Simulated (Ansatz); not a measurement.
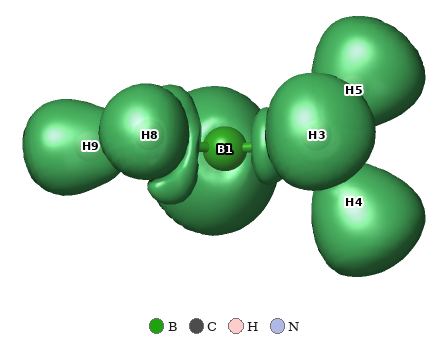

Figure. CH$_{6}$BN. Isosurface of the electron localisation function at 0.85 (green), seen from one side. Only the valence region is drawn (cores and ρ < 0.01 e/Å³ removed).

Level of theory: Ansatz, RKS PBE/def2-SVP.

Input file:

```
crystal:
  periodic: [false, false, false]
  atoms:
    - { symbol: B, position_ang: [0.0, 0.0, 0.0] }
    - { symbol: C, position_ang: [0.0, 0.0, 1.6] }
    - { symbol: H, position_ang: [-0.9996, -0.3092, 1.9705] }
    - { symbol: H, position_ang: [0.7676, -0.7111, 1.9705] }
    - { symbol: H, position_ang: [0.232, 1.0203, 1.9705] }
    - { symbol: H, position_ang: [1.0305, 0.0, -0.595] }
    - { symbol: "N", position_ang: [-1.3423, 0.0, -0.775] }
    - { symbol: H, position_ang: [-2.0112, -0.8164, -0.6764] }
    - { symbol: H, position_ang: [-1.5914, 0.8164, -1.4036] }
basis:
  gaussian: { orbitals: def2-SVP }
hamiltonian:
  xc: pbe
relax:
  f_tol: 0.02
  max_steps: 40
output:
  orbitals: {}
```

Launched as:

```sh
ansatz run input.yaml --threads 1 --pin off --max-ram 2048MiB --backend cpu --events-out ev --progress --plain --runs-dir out
```

The fields are those of the run's last geometry, not of the input's.

### What do the ELF domains correspond to?

The ELF exceeds this value in one region between bonded B–C atoms (shared pairs), one region between bonded B–N atoms (shared pairs) and six regions around hydrogen nuclei.

Values along the shortest contacts:
B–N (1.40 Å): the ELF peaks at about 0.90 between the atoms; a polar covalent bond. C–B (1.58 Å): the ELF peaks at about 0.95 between the atoms, as expected for localised, covalent bonding.
